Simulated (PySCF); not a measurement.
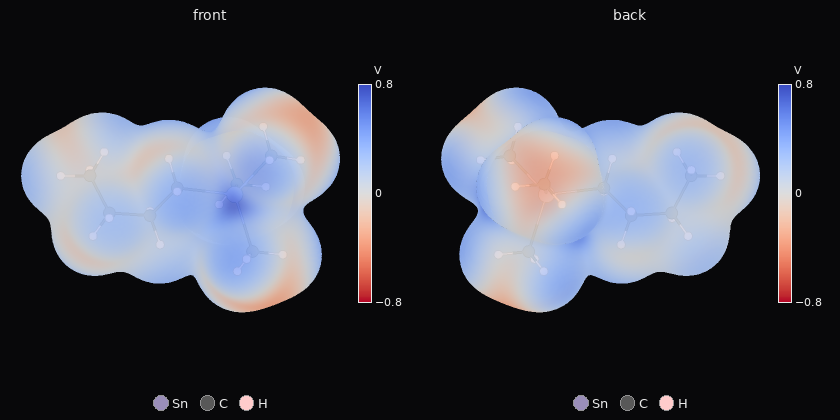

Figure 1: C7H18Sn (SMILES CCC[CH2][Sn]([CH3])([CH3])[CH3]). The molecular electrostatic potential painted on the density surface at 0.001 e/bohr³, seen from the front and from behind; red is negative and blue positive.

Geometry: PBE0-D3(BJ)/def2-SVP; core potentials replace the inner electrons of Sn.

These are results of PySCF 2.14.0, B3LYP/def2-SVPD, SCF density, gas phase, scalar-relativistic core potentials on the heavy atoms, not measurements.

```xyz
26

Sn    0.7334    1.0008    0.9753
C     0.7308    0.9816    3.1322
H    -0.2985    1.0125    3.5183
H     1.2765    1.8528    3.5228
H     1.2166    0.0682    3.5057
C     2.7682    1.0071    0.2561
H     3.3554    1.7902    0.7577
H     2.7906    1.1967   -0.8272
H     3.2448    0.0349    0.4502
C    -0.2810    2.7635    0.2544
H    -0.2460    2.8019   -0.8442
H     0.1965    3.6712    0.6514
H    -1.3346    2.7564    0.5700
C    -0.2652   -0.7598    0.2049
C    -0.2554   -0.8363   -1.3186
C    -0.8976   -2.0967   -1.8997
C    -2.3865   -2.2301   -1.6187
H     0.2308   -1.6447    0.6404
H    -1.2945   -0.7547    0.5992
H    -0.7683    0.0487   -1.7394
H     0.7847   -0.7758   -1.6847
H    -0.7316   -2.1069   -2.9910
H    -0.3661   -2.9821   -1.5068
H    -2.8066   -3.1292   -2.0949
H    -2.5946   -2.3045   -0.5401
H    -2.9430   -1.3596   -2.0034
```

Which sites attract a positive test charge, and which a negative one?

A positive charge is drawn to the negative regions and a negative charge to the positive ones. The most negative region (about −0.3 V, or −7 kcal/mol for a unit charge) lies over C2, C6 and C10, the most positive (about +0.6 V, or +14 kcal/mol for a unit charge) over Sn1.

What dipole moment does the calculation give?

Its dipole moment is 0.13 D.
